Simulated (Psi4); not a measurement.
# [BF2]+ (SMILES F[B+]F): B3LYP/6-31G(d) (spherical functions)

Aim: the vertical singlet–triplet gap of [BF2]+ at B3LYP/6-31G* (spherical functions), from 2 runs. 

The calculation is run with Psi4 1.11.

3 further runs of the same task are left out: 2 that didn't finish, 1 set aside as unsound or not needed.

### 1 The structure to begin with

The species is [BF2]+ (3 atoms), meant as a singlet with charge +1. SMILES: `F[B+]F`. The shape is that of a PBE0-D4/def2-TZVP optimisation.

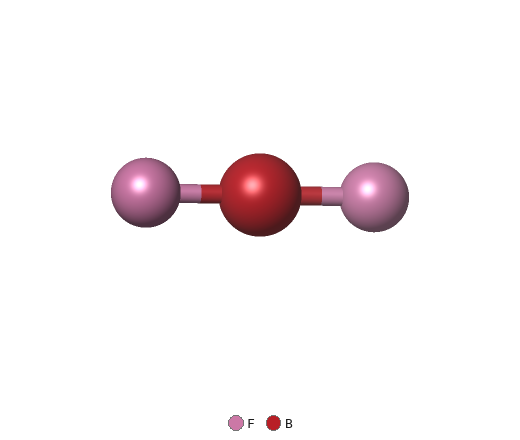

Viewed from a chosen angle; fluorine pink, boron red.

### 2 A single-point energy at B3LYP/6-31G(d) (spherical functions)

Input file calc.inp:

```
memory 2.2 GB

molecule m {
  1 1
  F      0.62306160     2.15527044     0.58146873
  B      0.00000000     0.00000000     0.00000000
  F     -0.62308050    -2.15527044    -0.58146873
  units bohr
  symmetry c1
}

set reference rks
set puream true
set e_convergence 1e-09
set d_convergence 1e-08
set scf_type pk
set dft_radial_points 99
set dft_spherical_points 590

e, wfn = energy('b3lyp/6-31G*', return_wfn=True)
oeprop(wfn, 'WIBERG_LOWDIN_INDICES', 'DIPOLE', 'MULLIKEN_CHARGES')
```

Launch:

```bash
$ psi4 -i calc.inp -o calc.out -n 1
```

calc.out:

```text
[...]
  Running in c1 symmetry.
[...]
  Nuclear repulsion =   56.306969289983982
[...]
  Multiplicity = 1
[...]
  Nalpha       = 11
  Nbeta        = 11
[...]
    Number of basis functions: 42
[...]
   @RKS iter   1:  -224.20172367921393    1.10633e-01   8.67254e-03 DIIS/ADIIS
[...]
   @RKS iter   9:  -224.24720656003882   -2.78533e-12   6.71516e-10 DIIS
[...]
    Orbital Energies [Eh]
    ---------------------
    Doubly Occupied:
       1A    -25.113160     2A    -25.113114     3A     -7.294740
       4A     -1.633984     5A     -1.628459     6A     -0.933991
       7A     -0.926459     8A     -0.869900     9A     -0.869900
      10A     -0.814427    11A     -0.814427
[...]
  @RKS Final Energy:  -224.24720656003882
   => Energetics <=
    Nuclear Repulsion Energy =             56.3069692899839822
    One-Electron Energy =                -414.7549545670756288
    Two-Electron Energy =                 154.1640919060128567
    DFT Exchange-Correlation Energy =     -19.9633131889600115
    Empirical Dispersion Energy =           0.0000000000000000
    VV10 Nonlocal Energy =                  0.0000000000000000
    Total Energy =                       -224.2472065600388191
[...]
 Multipole Moments:
 ------------------------------------------------------------------------------------
     Multipole            Electronic (a.u.)      Nuclear  (a.u.)        Total (a.u.)
 ------------------------------------------------------------------------------------
 L = 1.  Multiply by 2.5417464519 to convert [e a0] to [Debye]
 Dipole X            :          0.0000113           -0.0000015            0.0000098
 Dipole Y            :          0.0000008           -0.0000001            0.0000007
 Dipole Z            :          0.0000053           -0.0000004            0.0000049
 Magnitude           :                                                    0.0000109
[...]
  Mulliken Charges: (a.u.)
   Center  Symbol    Alpha    Beta     Spin     Total
       1     F     4.47986  4.47986  0.00000  0.04027
       2     B     2.04027  2.04027  0.00000  0.91946
       3     F     4.47987  4.47987  0.00000  0.04027
   Total alpha = 11.00000, Total beta = 11.00000, Total charge =  1.00000
  Wiberg Bond Indices using Orthogonal Lowdin Orbitals:
[...]
```

It took 7.5 s on 1 thread of Intel Xeon at 2.50GHz (Skylake/Cascade Lake), shared host; peak memory 0.4 GiB.

### 3 The triplet, same level

Input file bf2.py:

```python
import psi4

psi4.set_memory(2200000000)
psi4.set_num_threads(1)
psi4.set_output_file('output.dat', False)

m = psi4.geometry("""
1 3
F      0.329710     1.140520     0.307700
B      0.000000     0.000000     0.000000
F     -0.329720    -1.140520    -0.307700
units angstrom
symmetry c1
""")

psi4.set_options({
    'basis': '6-31G*',
    'reference': 'uks',
    'puream': True,
    'e_convergence': 1e-09,
    'd_convergence': 1e-08,
    'scf_type': 'pk',
    'dft_radial_points': 99,
    'dft_spherical_points': 590,
    'maxiter': 100,
})

E, wfn = psi4.energy('B3LYP', molecule=m, return_wfn=True)
psi4.oeprop(wfn, 'DIPOLE', 'QUADRUPOLE', 'MULLIKEN_CHARGES')
print(f'B3LYP energy: {E:.10f} Eh')
```

Launch:

```bash
$ python bf2.py
```

output.dat, shortened:

```text
[...]
  Running in c1 symmetry.
[...]
  Nuclear repulsion =   56.306969287117830
[...]
  Multiplicity = 3
[...]
  Nalpha       = 12
  Nbeta        = 10
[...]
    Number of basis functions: 42
[...]
   @UKS iter   1:  -223.81929526633860    4.93061e-01   2.23477e-03 DIIS/ADIIS
[...]
   @UKS iter  13:  -223.82602986737544   -1.44951e-12   7.36083e-09 DIIS
[...]
   @S^2 Observed:                2.007762524E+00
[...]
  @UKS Final Energy:  -223.82602986737544
   => Energetics <=
    Nuclear Repulsion Energy =             56.3069692871178304
    One-Electron Energy =                -413.1139610377562121
    Two-Electron Energy =                 152.8505101645937145
    DFT Exchange-Correlation Energy =     -19.8695482813308004
    Empirical Dispersion Energy =           0.0000000000000000
    VV10 Nonlocal Energy =                  0.0000000000000000
    Total Energy =                       -223.8260298673754392
[...]
 Multipole Moments:
 ------------------------------------------------------------------------------------
     Multipole            Electronic (a.u.)      Nuclear  (a.u.)        Total (a.u.)
 ------------------------------------------------------------------------------------
 L = 1.  Multiply by 2.5417464519 to convert [e a0] to [Debye]
 Dipole X            :         -0.0001740           -0.0000015           -0.0001755
 Dipole Y            :          0.0000438           -0.0000001            0.0000437
 Dipole Z            :         -0.0000091           -0.0000004           -0.0000095
 Magnitude           :                                                    0.0001811
 L = 2.  Multiply by 1.3450342976 to convert [e a0^2] to [Debye ang]
 Quadrupole XX       :         -9.4872539            0.0000000           -9.4872539
 Quadrupole XY       :         -0.2160763            0.0000000           -0.2160763
[...]
  Mulliken Charges: (a.u.)
   Center  Symbol    Alpha    Beta     Spin     Total
       1     F     4.57697  4.04977  0.52720  0.37326
       2     B     2.84605  1.90046  0.94559  0.25349
       3     F     4.57698  4.04976  0.52721  0.37326
   Total alpha = 12.00000, Total beta = 10.00000, Total charge =  1.00000
```

The script printed:

```text
B3LYP energy: -223.8260298674 Eh
```

Wall time 17 s (1 thread of Intel Xeon at 2.50GHz (Skylake/Cascade Lake), shared host); peak memory 0.41 GiB.

### 4 Outcome

Level: B3LYP/6-31G* (spherical functions).

```
                                        quantity          value
                           singlet: total energy  -224.24721 Eh
                            singlet: HOMO energy      -22.16 eV
                            singlet: LUMO energy       -8.48 eV
                          singlet: HOMO–LUMO gap       13.68 eV
                           triplet: total energy  -223.82603 Eh
     triplet: HOMO energy (highest over α and β)      -11.35 eV
                                   triplet: ⟨S²⟩          2.008
vertical energy of the triplet above the singlet      11.461 eV
```

**Reading.** At this shape the triplet lies 11.46 eV (264 kcal/mol) above the singlet.
